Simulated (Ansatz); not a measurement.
B20 (FeSi-type) CoSi was calculated with PBEsol in Ansatz (plane waves, PAW).

Numerical settings: plane-wave cutoff 520 eV, 12×12×12 k mesh, Fermi–Dirac smearing 0.05 eV, no spin polarisation, scalar-relativistic PAW data made under PBE.

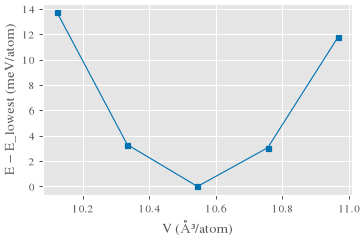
Total energy against volume

Task: From the curve, estimate the equilibrium volume and the bulk modulus.

Result: V0 ≈ 10.5 Å³/atom and B0 ≈ 240 GPa; the fit gives V0 = 10.545 Å³/atom, B0 = 241 GPa, B′ = 4.7.

Shape and atoms are relaxed at each volume.

Measured, for comparison: bulk modulus 207 GPa (temperature not stated, not corrected to a static lattice; as tabulated in Electronic Structure of B20 (FeSi-Type) Transition-Metal Monosilicides …); equilibrium volume per atom 10.97 Å³/atom (temperature not stated, not corrected to a static lattice; as tabulated in Wikipedia's data pages). Computed (rounded) less measured: bulk modulus +16 %, equilibrium volume per atom -3.9 %.

Note: the bulk modulus comes from volumes at which shape and atoms were relaxed.

Static lattice: no zero-point or thermal effects.

Ansatz is a program for electronic structure.
